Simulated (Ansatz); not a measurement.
**Run report: Si3NH7O, nudged elastic band (part 1 of 2)**

- system: Si3NH7O, SMILES N[SiH]1[SiH2]O[SiH2]1
- method: RKS B3LYP-D4/6-31G* (Ansatz 0.2.0)

It belongs to a series of runs on one base structure; here: band between the two ends. Figures and captions count atoms from 1; the log counts them from 0 in places.

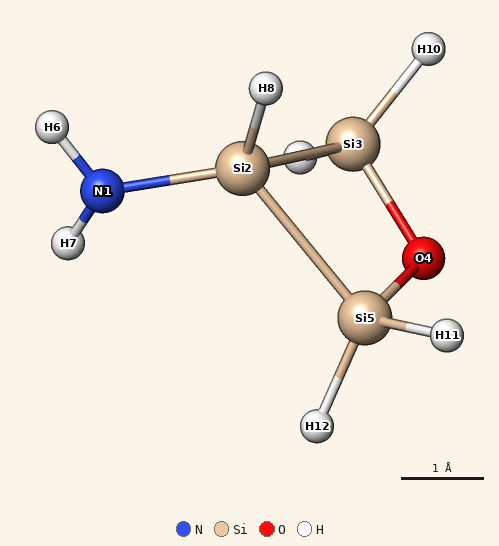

Figure 1. The structure as given in the input (ball-and-stick view, seen at a tilt; atoms are numbered from 1 in the order of the input). Bond lengths as drawn: H–N 1.01 Å, H–Si 1.49 Å, N–Si 1.74 Å, O–Si 1.69 to 1.70 Å and Si–Si 2.37 to 2.38 Å.

## Input
```yaml
crystal:
  periodic: [false, false, false]
  atoms:
    - { symbol: "N", position_ang: [-2.158342, 0.642462, 0.404875] }
    - { symbol: Si, position_ang: [-0.647611, -0.179869, 0.652022] }
    - { symbol: Si, position_ang: [1.534211, 0.749183, 0.426565] }
    - { symbol: O, position_ang: [1.84516, -0.366083, -0.815571] }
    - { symbol: Si, position_ang: [0.440578, -1.244036, -1.163105] }
    - { symbol: H, position_ang: [-2.663778, 0.990471, 1.211161] }
    - { symbol: H, position_ang: [-2.267717, 1.268678, -0.383864] }
    - { symbol: H, position_ang: [-0.824263, -1.005714, 1.880222] }
    - { symbol: H, position_ang: [1.648336, 2.15037, -0.075352] }
    - { symbol: H, position_ang: [2.529998, 0.584348, 1.52436] }
    - { symbol: H, position_ang: [0.707037, -2.708154, -1.095205] }
    - { symbol: H, position_ang: [-0.06671, -0.936755, -2.532009] }
basis:
  gaussian: { orbitals: "6-31G*" }
hamiltonian:
  xc: b3lyp
  dispersion: d4
neb:
  order_check: false
  images: 7
  f_tol: 0.05
  max_iterations: 60
  spring: { min: 2.0, max: 10.0 }
  final_atoms:
    - { symbol: "N", position_ang: [-2.02304916, 0.88999026, 0.59627548] }
    - { symbol: Si, position_ang: [-0.62897255, -0.14447053, 0.67770821] }
    - { symbol: Si, position_ang: [1.54351291, 0.75449931, 0.38822762] }
    - { symbol: O, position_ang: [1.83477546, -0.38537729, -0.82868034] }
    - { symbol: Si, position_ang: [0.4192525, -1.26924943, -1.14178441] }
    - { symbol: H, position_ang: [-2.92906002, 0.50775985, 0.84225309] }
    - { symbol: H, position_ang: [-2.10998455, 1.55917071, -0.15949259] }
    - { symbol: H, position_ang: [-0.82146784, -1.00282151, 1.88089993] }
    - { symbol: H, position_ang: [1.64025863, 2.14724506, -0.13757173] }
    - { symbol: H, position_ang: [2.54002144, 0.61456261, 1.48667162] }
    - { symbol: H, position_ang: [0.69752983, -2.73148754, -1.05094056] }
    - { symbol: H, position_ang: [-0.08591766, -0.99492048, -2.51946734] }
  initial_path:
    images:
      - { positions_ang: [[-2.158342, 0.642462, 0.404875], [-0.647611, -0.179869, 0.652022], [1.534211, 0.749183, 0.426565], [1.84516, -0.366083, -0.815571], [0.440578, -1.244036, -1.163105], [-2.663778, 0.990471, 1.211161], [-2.267717, 1.268678, -0.383864], [-0.824263, -1.005714, 1.880222], [1.648336, 2.15037, -0.075352], [2.529998, 0.584348, 1.52436], [0.707037, -2.708154, -1.095205], [-0.06671, -0.936755, -2.532009]] }
      - { positions_ang: [[-2.10651042, 0.68455231, 0.3868937], [-0.65823701, -0.17980661, 0.65191511], [1.50293044, 0.72101416, 0.40727713], [1.75534672, -0.22008491, -0.92571822], [0.44199254, -1.22066348, -1.14787699], [-2.63255525, 1.03084528, 1.19427237], [-2.22940856, 1.21669629, -0.45657012], [-0.83851468, -0.99178665, 1.88116779], [1.61737862, 2.14388568, 0.08481025], [2.52371412, 0.4133836, 1.42509574], [0.84064934, -2.61579573, -0.99658248], [-0.13988686, -1.03733894, -2.47058529]] }
      - { positions_ang: [[-2.05467884, 0.72664262, 0.3689124], [-0.66886302, -0.17974422, 0.65180822], [1.47164988, 0.69284533, 0.38798927], [1.66553344, -0.07408682, -1.03586545], [0.44340708, -1.19729096, -1.13264898], [-2.60133249, 1.07121957, 1.17738374], [-2.19110012, 1.16471457, -0.52927625], [-0.85276636, -0.9778593, 1.88211358], [1.58642123, 2.13740136, 0.2449725], [2.51743024, 0.24241919, 1.32583149], [0.97426168, -2.52343746, -0.89795996], [-0.21306371, -1.13792289, -2.40916158]] }
      - { positions_ang: [[-2.00284726, 0.76873294, 0.3509311], [-0.67948903, -0.17968183, 0.65170133], [1.44036932, 0.66467649, 0.3687014], [1.57572016, 0.07191127, -1.14601267], [0.44482162, -1.17391844, -1.11742096], [-2.57010974, 1.11159385, 1.16049512], [-2.15279167, 1.11273286, -0.60198237], [-0.86701804, -0.96393195, 1.88305937], [1.55546385, 2.13091704, 0.40513475], [2.51114636, 0.07145479, 1.22656723], [1.10787401, -2.43107919, -0.79933743], [-0.28624057, -1.23850683, -2.34773787]] }
      - { positions_ang: [[-1.95101568, 0.81082325, 0.3329498], [-0.69011504, -0.17961944, 0.65159444], [1.40908876, 0.63650766, 0.34941353], [1.48590689, 0.21790936, -1.25615989], [0.44623615, -1.15054592, -1.10219295], [-2.53888699, 1.15196814, 1.14360649], [-2.11448323, 1.06075114, -0.6746885], [-0.88126972, -0.9500046, 1.88400517], [1.52450647, 2.12443272, 0.56529701], [2.50486247, -0.09950962, 1.12730298], [1.24148635, -2.33872092, -0.70071491], [-0.35941742, -1.33909077, -2.28631416]] }
      - { positions_ang: [[-1.96902405, 0.830615, 0.39878122], [-0.67482942, -0.17083221, 0.65812288], [1.4426948, 0.66600557, 0.35911705], [1.57312403, 0.0670877, -1.14929], [0.43949024, -1.1802218, -1.11209081], [-2.63643025, 0.99091607, 1.06826814], [-2.11335856, 1.18535603, -0.54588952], [-0.86631925, -0.96320883, 1.88322886], [1.55344451, 2.13013581, 0.38957982], [2.51365222, 0.07900844, 1.21714514], [1.10549722, -2.43691257, -0.78827132], [-0.29104248, -1.2530482, -2.34460246]] }
      - { positions_ang: [[-1.98703242, 0.85040675, 0.46461264], [-0.6595438, -0.16204498, 0.66465132], [1.47630084, 0.69550348, 0.36882057], [1.66034117, -0.08373397, -1.04242011], [0.43274433, -1.20989768, -1.12198868], [-2.73397351, 0.82986399, 0.99292979], [-2.11223389, 1.30996092, -0.41709054], [-0.85136878, -0.97641306, 1.88245255], [1.58238255, 2.13583889, 0.21386264], [2.52244196, 0.2575265, 1.3069873], [0.96950809, -2.53510423, -0.87582774], [-0.22266754, -1.16700563, -2.40289075]] }
      - { positions_ang: [[-2.00504079, 0.87019851, 0.53044406], [-0.64425817, -0.15325776, 0.67117977], [1.50990687, 0.72500139, 0.3785241], [1.74755832, -0.23455563, -0.93555023], [0.42599841, -1.23957356, -1.13188654], [-2.83151676, 0.66881192, 0.91759144], [-2.11110922, 1.43456582, -0.28829156], [-0.83641831, -0.98961729, 1.88167624], [1.61132059, 2.14154198, 0.03814546], [2.5312317, 0.43604456, 1.39682946], [0.83351896, -2.63329589, -0.96338415], [-0.1542926, -1.08096306, -2.46117904]] }
      - { positions_ang: [[-2.02304916, 0.88999026, 0.59627548], [-0.62897255, -0.14447053, 0.67770821], [1.54351291, 0.75449931, 0.38822762], [1.83477546, -0.38537729, -0.82868034], [0.4192525, -1.26924943, -1.14178441], [-2.92906002, 0.50775985, 0.84225309], [-2.10998455, 1.55917071, -0.15949259], [-0.82146784, -1.00282151, 1.88089993], [1.64025863, 2.14724506, -0.13757173], [2.54002144, 0.61456261, 1.48667162], [0.69752983, -2.73148754, -1.05094056], [-0.08591766, -0.99492048, -2.51946734]] }
```

Run on 2 threads of Arm Neoverse N1, 16 GiB of memory available, shared host.

Launch command:
```bash
ansatz run input.yaml --threads 2 --pin off --max-ram 3072MiB --backend cpu --events-out ev --progress --plain --runs-dir out
```

## The program's output
```
Engine: ansatz 0.2.0, aarch64-unknown-linux-gnu
Functional definition: B3LYP
  parameter a0 = 0.2
  parameter ax = 0.72
  parameter ac = 0.81
  exchange = (1 - a0 - ax)*slater_x + ax*b88_x + a0*exact_x
  correlation = (1 - ac)*vwn_rpa_c + ac*lyp_c
1057 factors; integrals over basis functions are off by at most 6.9e-4 eV
mean field evaluation 1: about -27276.2934 eV, gradient 7.2e1 eV
mean field evaluation 2: about -27248.7572 eV, gradient 1.3e2 eV
mean field evaluation 4: about -27285.7158 eV, gradient 1.0e1 eV
mean field evaluation 8: about -27285.9311 eV, gradient 4.0e-1 eV
mean field evaluation 16: about -27285.9317 eV, gradient 3.8e-5 eV
mean field -27285.93165530 eV, -1002.7394932637 hartree, gradient 3.8e-5 eV, S^2 0.000000; 0 other end points of the search recorded, 0 dependent functions left out
the calculation of the forces begins
reference -27285.93194475 eV, -1002.7395039005 hartree; 32, 32 occupied and 69, 69 virtual orbitals, 1057 factors
1057 factors; integrals over basis functions are off by at most 6.9e-4 eV
mean field evaluation 32: about -27285.9317 eV, gradient 3.8e-5 eV
mean field -27285.93173347 eV, -1002.7394961361 hartree, gradient 3.9e-5 eV, S^2 0.000000; 0 other end points of the search recorded, 0 dependent functions left out
[... from here on the field's lines of each further geometry are left out, up to the last ...]
NEB iter   1: max|band force component| = 4.815e0 eV/Å  barrier→ = 1.0203 eV  barrier← = 1.0203 eV  Δτ_max = 0.1987 Å  (241 SCF iters)
NEB iter   2: max|band force component| = 1.162e0 eV/Å  barrier→ = 0.3328 eV  barrier← = 0.3328 eV  Δτ_max = 0.2000 Å  (198 SCF iters)
NEB iter   3: max|band force component| = 8.732e-1 eV/Å  barrier→ = 0.1293 eV  barrier← = 0.1293 eV  Δτ_max = 0.1150 Å  (197 SCF iters)
NEB iter   4: max|band force component| = 4.631e-1 eV/Å  barrier→ = 0.0807 eV  barrier← = 0.0807 eV  CI = image 4  Δτ_max = 0.1994 Å  (199 SCF iters)
NEB iter   5: max|band force component| = 3.316e-1 eV/Å  barrier→ = 0.0435 eV  barrier← = 0.0435 eV  CI = image 3  Δτ_max = 0.1993 Å  (197 SCF iters)
NEB iter   6: max|band force component| = 4.040e-1 eV/Å  barrier→ = 0.0219 eV  barrier← = 0.0219 eV  CI = image 6  Δτ_max = 0.2000 Å  (200 SCF iters)
NEB iter   7: max|band force component| = 3.369e-1 eV/Å  barrier→ = 0.0198 eV  barrier← = 0.0198 eV  CI = image 2  Δτ_max = 0.1517 Å  (199 SCF iters)
NEB iter   8: max|band force component| = 5.671e-1 eV/Å  barrier→ = 0.0193 eV  barrier← = 0.0193 eV  CI = image 5  Δτ_max = 0.2000 Å  (199 SCF iters)
NEB iter   9: max|band force component| = 2.494e-1 eV/Å  barrier→ = 0.0144 eV  barrier← = 0.0144 eV  CI = image 5  Δτ_max = 0.1793 Å  (200 SCF iters)
NEB iter  10: max|band force component| = 9.268e-1 eV/Å  barrier→ = 0.0500 eV  barrier← = 0.0500 eV  CI = image 2  Δτ_max = 0.0886 Å  (197 SCF iters)
NEB iter  11: max|band force component| = 4.174e-1 eV/Å  barrier→ = 0.0198 eV  barrier← = 0.0198 eV  CI = image 2  Δτ_max = 0.1771 Å  (200 SCF iters)
NEB iter  12: max|band force component| = 2.964e-1 eV/Å  barrier→ = 0.0124 eV  barrier← = 0.0124 eV  CI = image 5  Δτ_max = 0.0621 Å  (195 SCF iters)
NEB iter  13: max|band force component| = 1.799e-1 eV/Å  barrier→ = 0.0122 eV  barrier← = 0.0122 eV  CI = image 5  Δτ_max = 0.0276 Å  (198 SCF iters)
NEB iter  14: max|band force component| = 8.942e-2 eV/Å  barrier→ = 0.0122 eV  barrier← = 0.0122 eV  CI = image 5  Δτ_max = 0.0116 Å  (190 SCF iters)
the calculation of the forces begins
reference -27285.92950913 eV, -1002.7394143931 hartree; 32, 32 occupied and 69, 69 virtual orbitals, 1057 factors
1057 factors; integrals over basis functions are off by at most 6.9e-4 eV
mean field -27285.92086110 eV, -1002.7390965838 hartree, gradient 2.4e-5 eV, S^2 0.000000; 1 other end points of the search recorded, 0 dependent functions left out
the calculation of the forces begins
reference -27285.92115086 eV, -1002.7391072324 hartree; 32, 32 occupied and 69, 69 virtual orbitals, 1057 factors
NEB iter  15: max|band force component| = 4.284e-2 eV/Å  barrier→ = 0.0121 eV  barrier← = 0.0121 eV  CI = image 5  Δτ_max = 0.0000 Å  (361 SCF iters)
```
